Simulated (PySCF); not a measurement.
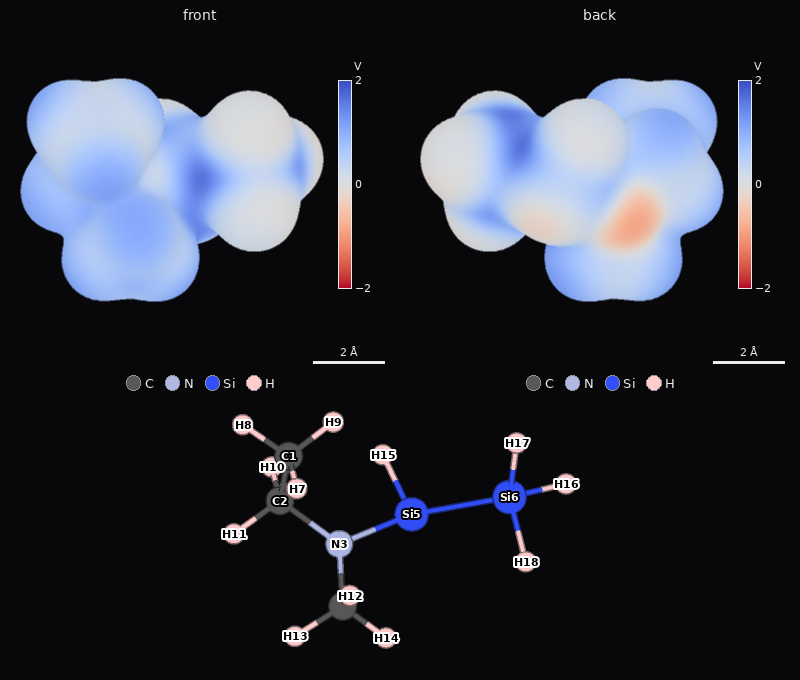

The picture shows: C₃H₁₂NSi₂ (SMILES CCN(C)[SiH][SiH3]) (doublet). The molecular electrostatic potential painted on the density surface at 0.004 e/bohr³, seen from the front and from behind; red is negative and blue positive. The bare structure is drawn below in the same view.

Geometry: GFN2-xTB.

These are results of PySCF, UKS B3LYP, pcH-1 on C H N Si, non-relativistic, mean-field spin-orbit, GIAO, not measurements.

Input file:

```
{"job": {"kind": "epr", "basis": "pcH-1"}, "charge": 0, "multiplicity": 2}
C     -1.379297     1.436582     0.495115
C     -1.337580     0.711689    -0.850591
N     -0.398171    -0.379148    -0.875522
C     -0.871797    -1.591682    -0.266378
Si     1.285581    -0.158200    -1.184463
Si     2.698359    -0.396027     0.597907
H     -1.663100     0.751546     1.290646
H     -2.103008     2.247340     0.463098
H     -0.398499     1.847765     0.725805
H     -1.053042     1.422459    -1.629822
H     -2.336844     0.328103    -1.089841
H     -1.035597    -1.479138     0.812048
H     -1.818259    -1.900317    -0.722440
H     -0.141101    -2.383598    -0.416608
H      1.279864     1.131855    -1.899043
H      4.060807    -0.393615     0.053119
H      2.741155     0.524158     1.751138
H      2.461770    -1.713454     1.207544
```

Command:

```sh
OMP_NUM_THREADS=1 python probes_run.py task.json out
```

> Describe the electrostatic potential map.

The most negative region (about −0.8 V) lies over N3, the most positive (about +1.5 V) over Si5 and Si6.
